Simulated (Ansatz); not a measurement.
Fields on a plane of SiO2 (rutile)

```
SiO2
1.0
    4.19454     0.00000     0.00000
    0.00000     4.19454     0.00000
    0.00000     0.00000     2.67824
Si O
2 4
Direct
  0.50000   0.50000   0.50000
  0.00000   0.00000   0.00000
  0.80605   0.80605   0.50000
  0.30605   0.69395   0.00000
  0.69395   0.30605   0.00000
  0.19395   0.19395   0.50000
```

The slice is a (010) plane (indices of the conventional cell) through the point (0.694, 0.306, 0.000) (fractional), spanned by u = [001] and v = [100] in vectors of this cell: u (2.68 Å) and v (4.19 Å, at 90° to u). It covers one period; positions are fractions (u, v).

Atoms on it: O at (0.00, 0.00). Other atoms lie within 1 Å of the plane.

Level of theory: PBEsol (plane waves to 420 eV, PAW, scalar-relativistic; Ansatz, a quantum-chemistry and plane-wave program). k mesh 8×8×12. These are valence fields of a PAW run, semicore shells included where kept as valence: close to a nucleus they are smooth pseudo fields. SiO2 was relaxed with its symmetry unable to fall. The PAW data are Ansatz's earlier set.

```
|xxx899874212478998xx|
|xxx999974212479999xx|
|x8899987421247899988|
|99999986321236899999|
|99988764211124678899|
|88776543211123456778|
|65543322222222233455|
|33221112344432111223|
|11101124577754211011|
|00001236789876321000|
|00001357899987531000|
|00002468999998642000|
|00013578999998753100|
|00014689999999864100|
|00024789999999874200|
|00125789999999875210|
|00135789999999875310|
|00135789999999875310|
|00124789999999874210|
|00013578999998753100|
|00012357889887532100|
|00001134677764311000|
|21100012344432100011|
|44311000111110001134|
|76542100000000012456|
|98864210000000124688|
|99987521000001257899|
|99998642000002468999|
|x8898763100013678988|
|xxx888752000257888xx|
|xxx888863101368888xx|
|xxx899864111468998xx|
```
Scale: ten equal steps from 0.03 (start of '0') to 0.87 (end of '9'), in the order '0123456789'. Values: electron localisation function (ELF). The map has 20 points along u (one character each, u = 0 at the left) and 32 along v (v = 0 in the bottom row). Points within 0.4 Å of a nucleus are blanked (x), as the pseudised field means little there.

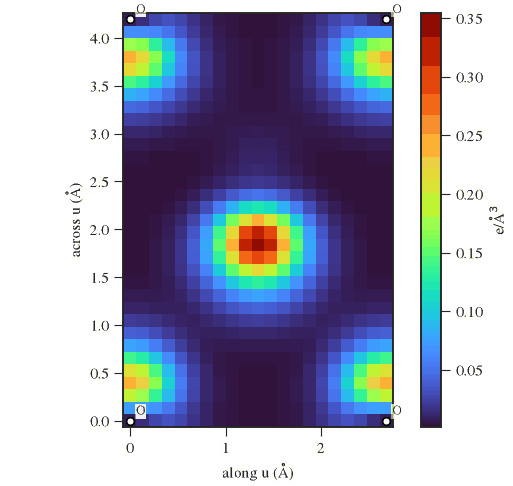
Figure: Density of the highest valence band (whole band, smooth part) in e/Å³, one period of the plane, atoms marked.
